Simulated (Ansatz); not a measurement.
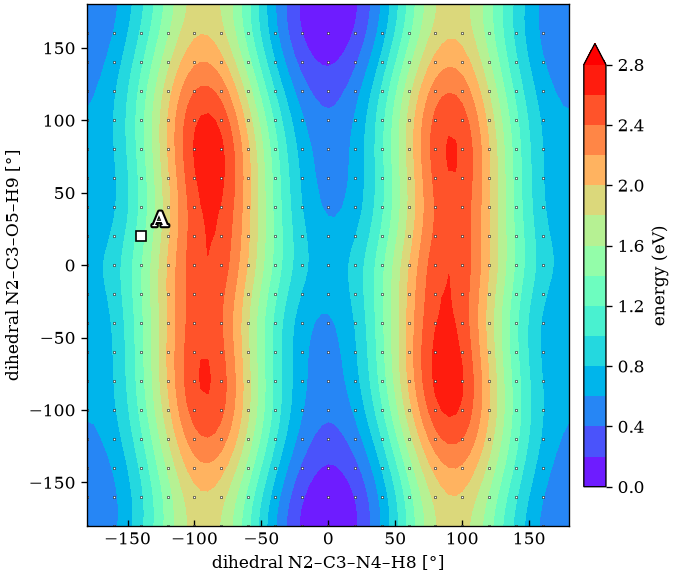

C₂H₄N₂O, SMILES C=NC(=N)O. 
- Coordinates scanned: (1) dihedral N2–C3–N4–H8; (2) dihedral N2–C3–O5–H9.
- Nothing is relaxed (all other coordinates rigid).
- The grid has 18 × 18 points; 310 points were computed and 14 follow by symmetry.
- Points are written as (first, second).
- Energies are in eV, from the relaxed molecule at the same level.
- The dihedral twists a double bond; near 90° a spin-restricted reference is unreliable.
- The calculation used RHF/def2-SVP in Ansatz.

Drawn: filled contours, dots at the grid points, one colour for all values above the top of the scale, the point A. Between grid points the surface is interpolated.

**Which way does the force act at A, and how strong is it?**

A, at (−140°, 20°), is not a stationary point. The computed force is 0.029 eV for each degree towards smaller values of dihedral N2–C3–N4–H8 and 0.004 eV for each degree towards larger values of dihedral N2–C3–O5–H9.
